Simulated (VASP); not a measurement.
Energy against volume of Ni (fcc). Computed with RPBE GGA, VASP's PBE PAW potentials (set 64) (plane waves; VASP).

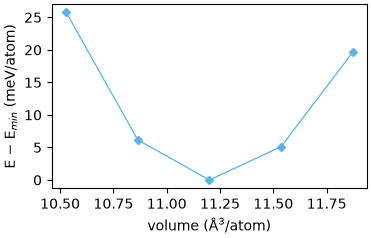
Energy against volume

Problem. Estimate the equilibrium volume and the bulk modulus.

Solution. The minimum lies near 11.2 Å³/atom, and the curvature gives B0 of about 180 GPa.

Measured: bulk modulus 192 GPa at 0 K (computed value off by -7.5 %), as given by Daniel Mejia-Rodriguez et al., Physical Review B (2018), arXiv:1807.09216 [0 K value with the zero-point phonon effect removed]; a 3.508 Å at 0 K (computed value off by +1.3 %), as given by Daniel Mejia-Rodriguez et al., Physical Review B (2018), arXiv:1807.09216 [static lattice: zero-point anharmonic expansion removed].

The compound is Ni in the fcc structure. It was relaxed first.
